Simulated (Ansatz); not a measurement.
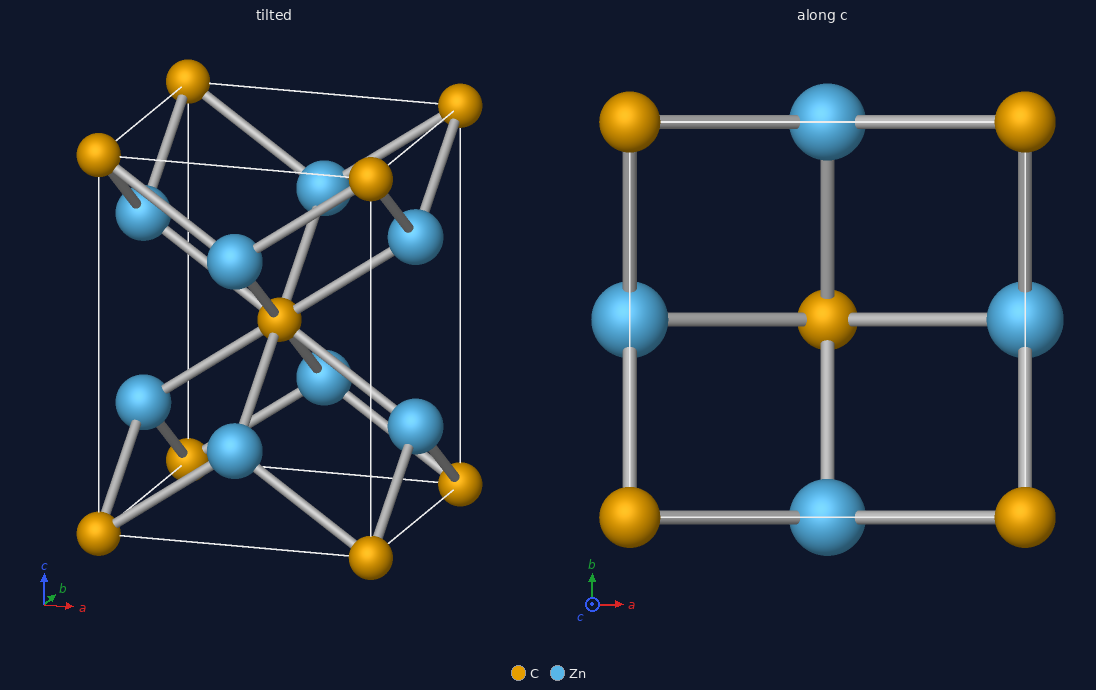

A ball-and-stick rendering, viewed slightly off an axis and along the c axis. The wireframe shows the conventional unit cell.

Zn₂C, space group I4/mmm (No. 139), a = 3.646 Å, b = 3.646 Å, c = 5.005 Å, α = 90.00°, β = 90.00°, γ = 90.00°. The starting point was a structure type filled with these elements by a generator (whether the compound takes this form wasn't checked). The cell was then strained or its atoms displaced on purpose. It was run through Ansatz as a DFT input.

This one geometry was computed with Ansatz (DFT, plane waves, PAW) at three levels of theory: r2SCAN, HSE06 and PBE. It was relaxed with r2SCAN and then strained.

Which level gives the highest pressure at this volume, and what does that say about its equilibrium volume?

Answer. Highest: PBE (9.2 GPa), which points to the largest equilibrium volume. Lowest, with the smallest volume: r2SCAN (4.7 GPa). Levels within 0.5 GPa of each other can't be told apart.

How does the band gap change with the level of theory?

Answer. PBE: a gap of 0.10 eV, direct; r2SCAN: a gap of 0.10 eV, direct; HSE06: a gap of 0.79 eV, direct.

Collect the results in a table.

Answer.
| level | cutoff (eV) | k-mesh of the run's cell | gap (eV) | pressure (GPa) |
| --- | --- | --- | --- | --- |
| r2SCAN | 500 | 8×8×8 | 0.10 | 4.7 |
| HSE06 | 420 | 6×6×6 | 0.79 | 6.5 |
| PBE | 420 | 8×8×8 | 0.10 | 9.2 |

Gaps are taken on the k-mesh or band path of each run.
